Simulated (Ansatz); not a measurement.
Input

```
crystal:
  lattice:
    - [3.7792399233, 0.0, 0.0]
    - [0.0, 3.9245650567, 0.0]
    - [0.0, 0.0, 5.5918219617]
  atoms:
    - { symbol: La, position: [0.0, 0.5, 0.5] }
    - { symbol: Zr, position: [0.5, 0.0, 0.0] }
    - { symbol: O, position: [0.0, 0.0, 0.2230491434] }
    - { symbol: O, position: [0.0, 0.0, 0.7769508566] }
    - { symbol: O, position: [0.5, 0.5, 0.0] }
    - { symbol: F, position: [0.5, 0.0, 0.5] }
basis:
  ecutwfc: 420
kpoints:
  mp_grid: { grid: [8, 8, 6] }
hamiltonian:
  xc: pbe
scf:
  occupations: { method: gaussian, width: 0.02 }
output:
  forces: true
  stress: true
  eigenvalues: true
  write_density: true
  write_potential: true
  elf: true
  volumetric_format: npy
relax:
  adjacent_minimum: "off"
  f_tol: 0.01
  max_steps: 80
  cell: { stress_tol: 0.05 }
```

Run with:

```sh
ansatz run input.yaml --threads 1 --pin off --max-ram 2560MiB --backend cpu --events-out ev --progress --plain --runs-dir out
```

Below, planes, directions and counts refer to the conventional cell (a = 3.77 Å, b = 3.92 Å, c = 5.61 Å, α = 90.00°, β = 90.00°, γ = 90.00°).

The fields are those of the run's last geometry, not of the input's.

Space group Pmmm; a structure generated by program, which may or may not match a known phase.

All numbers below come from Ansatz, DFT PBE, scalar-relativistic, plane waves, PAW.

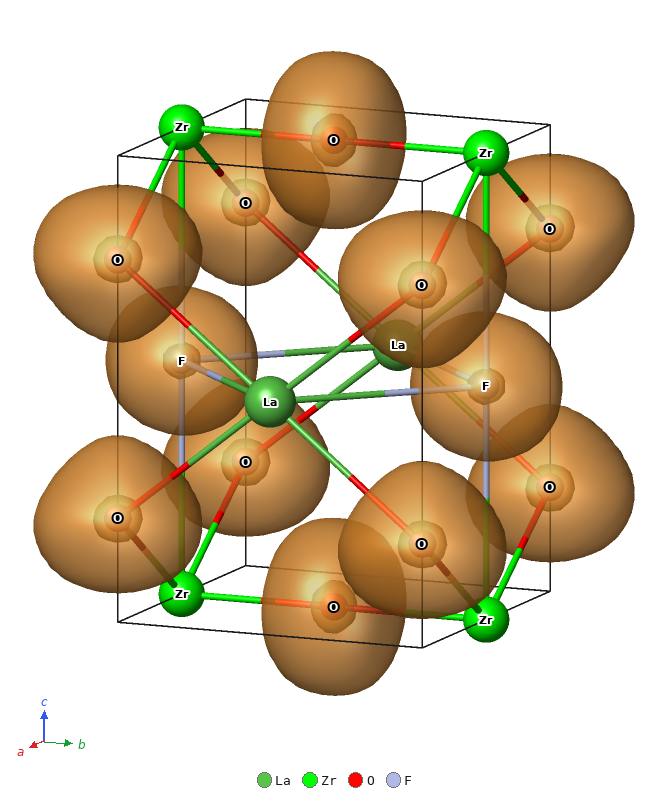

LaZrO₃F. Isosurface of the ELF at 0.6 (orange), seen slightly off an axis. Core shells and regions of very low density are left out. Sticks mark near contacts.

Q: Describe the localisation domains.

A: The ELF exceeds this value in one region wrapped around F (its valence shell) and three regions wrapped around O (the valence shell of each), counted in one cell of 6 atoms. Any copies at cell faces, edges or corners count once.

Values along the shortest contacts:
Zr–O (1.96 Å): the ELF peaks at about 0.85 in the valence shell of O, 0.6 Å from its nucleus, and drops to about 0.25 between the two atoms: no shared electron pair shows on this line. La–O (2.50 Å): the ELF is about 0.25 at the midpoint: a closed-shell, largely ionic contact.
